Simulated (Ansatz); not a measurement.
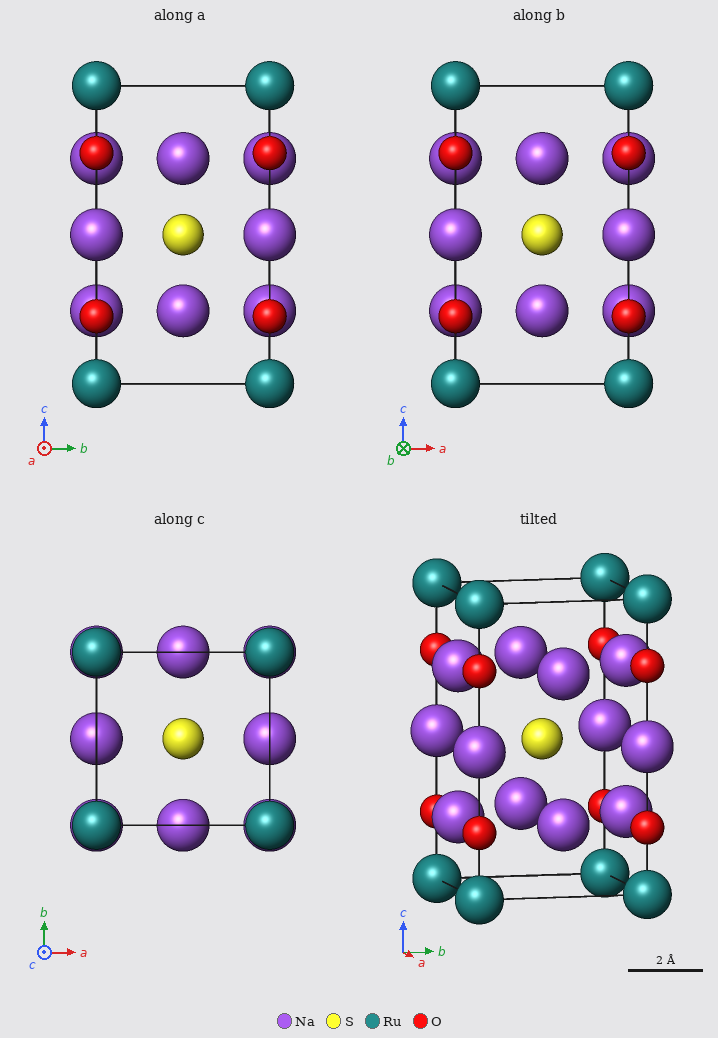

Spheres-only representation of a periodic structure, projected along the a axis, along the b axis, along the c axis and slightly off an axis. The parallelepiped is the conventional unit cell.

Lattice parameters: a = 4.7272 Å, b = 4.7272 Å, c = 8.1325 Å, α = 90.000°, β = 90.000°, γ = 90.000°.

**Write down what is shown as a CIF with its space group and independent sites, with free fractional coordinates to two decimals.**

```cif
data_structure
_symmetry_space_group_name_H-M 'P 4/m m m'
_symmetry_Int_Tables_number 123
_cell_length_a 4.7272
_cell_length_b 4.7272
_cell_length_c 8.1325
_cell_angle_alpha 90.000
_cell_angle_beta 90.000
_cell_angle_gamma 90.000
_cell_volume 181.73
loop_
_atom_site_label
_atom_site_type_symbol
_atom_site_symmetry_multiplicity
_atom_site_Wyckoff_symbol
_atom_site_fract_x
_atom_site_fract_y
_atom_site_fract_z
_atom_site_occupancy
Na1 Na 1 b 0.00 0.00 0.50 1
S1 S 1 d 0.50 0.50 0.50 1
Na2 Na 4 i 0.00 0.50 0.24 1
Ru1 Ru 1 a 0.00 0.00 0.00 1
O1 O 2 g 0.00 0.00 0.23 1
```

The cell started as a generated cell, made by putting these elements into a known structure type (the compound may or may not exist in this form). This is the structure after a relaxation with DFT, PAW plane waves, PBE in Ansatz.
